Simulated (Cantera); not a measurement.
Input: 1 mol Al₂O₃, 0.89 mol Cl₂, 0.99 mol N₂, equilibrated at 440 Pa.

Cantera equilibrium calculation (NASA polynomials, part measured and part estimated; ideal gas, pure solids and liquids). Candidate condensed phases: Al, AlCl₃, AlN, Al₂O₃; 24 gas species. The tables' values for AlCl₂ are old estimates; treat these amounts as uncertain. Condensed phases not in the tables: AlOCl. Rates play no part.

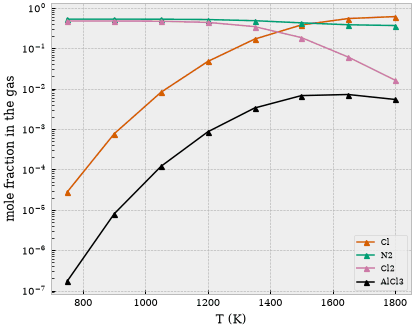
Equilibrium gas composition (values under 1e-9 drawn at 1e-9)

Task: Read off the mole fractions at 1650 K.

Result: Cl about 0.54, N₂ about 0.38, Cl₂ about 0.061, AlCl₃ about 0.0072.
